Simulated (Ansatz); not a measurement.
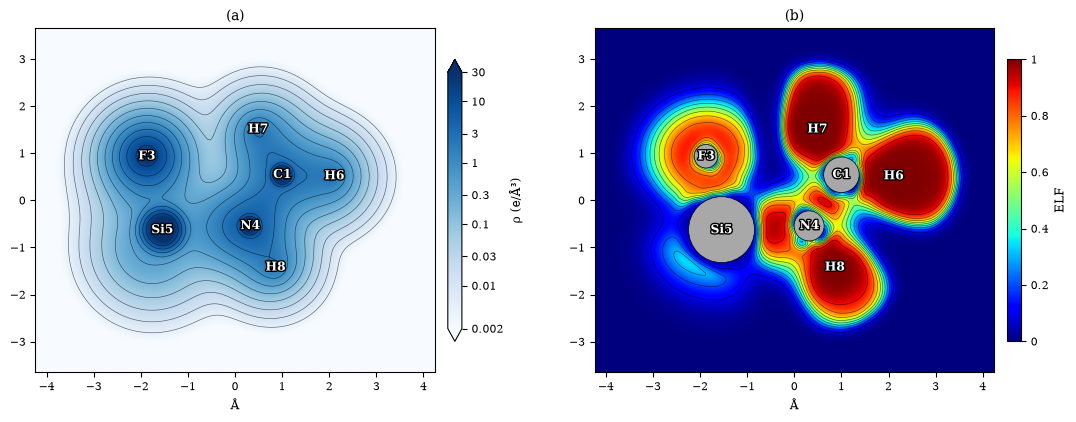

Figure 1: CH4F2NSi (SMILES C=[NH+][SiH](F)F) (charge +1). (a) total electron density; (b) electron localisation function on the plane of atoms N4, C1 and H6. Grey discs cover the atomic cores in the ELF map.

Geometry: B3LYP-D3(BJ)/def2-SVP.

The calculation used isolated molecule in a Gaussian basis; Kohn-Sham density functional theory, functional PBE0 in Ansatz 0.2.0.

Input file:

```
crystal:
  periodic: [false, false, false]
  atoms:
    - {symbol: C, position_ang: [0.764485, 1.666061, -1.476792]}
    - {symbol: F, position_ang: [-1.372680, 0.419230, 1.265503]}
    - {symbol: F, position_ang: [0.146383, -0.962022, -0.409204]}
    - {symbol: "N", position_ang: [0.517013, 1.648515, -0.217157]}
    - {symbol: Si, position_ang: [0.101498, 0.119948, 0.760240]}
    - {symbol: H, position_ang: [0.980129, 2.609558, -1.994412]}
    - {symbol: H, position_ang: [0.757507, 0.723483, -2.039331]}
    - {symbol: H, position_ang: [0.526549, 2.556849, 0.265636]}
    - {symbol: H, position_ang: [1.086171, -0.059797, 1.821792]}
basis:
  gaussian:
    orbitals: def2-TZVPD
total_charge: 1
hamiltonian:
  xc: pbe0
output:
  forces: true
  orbitals: {seedname: orbitals}
```

Command:

```sh
ansatz run input.yaml --threads 1 --pin off --max-ram 2610MiB --events-out events.jsonl --progress --plain --runs-dir runs
```

### What do the fields say about this system?

- The plane passes through C, F, N, Si and H nuclei.
- C–N (1.28 Å): the density is about 2.8 e/Å³ at the midpoint; the ELF peaks at about 0.90 between the atoms; a covalent bond.
- Si–F (1.59 Å): ρ at the midpoint is about 1.2 e/Å³; the ELF peaks at about 0.85 in the valence shell of F, 0.6 Å from its nucleus, and is about 0.55 at the midpoint.
- Si–N (1.86 Å): ρ is about 0.88 e/Å³ halfway; the ELF peaks at about 0.95 between the atoms: a shared but strongly polarised pair.
- N–H (1.03 Å): ρ is about 2.9 e/Å³ halfway; the ELF climbs to about 1 towards the hydrogen, as it does in any bond to H: a covalent bond by its length.
- C–H (1.10 Å): ρ at the midpoint is about 2.1 e/Å³; the ELF climbs to about 1 towards the hydrogen (an ordinary covalent bond to hydrogen).
- The ELF also peaks beside F3, away from the bonds: lone-pair regions.
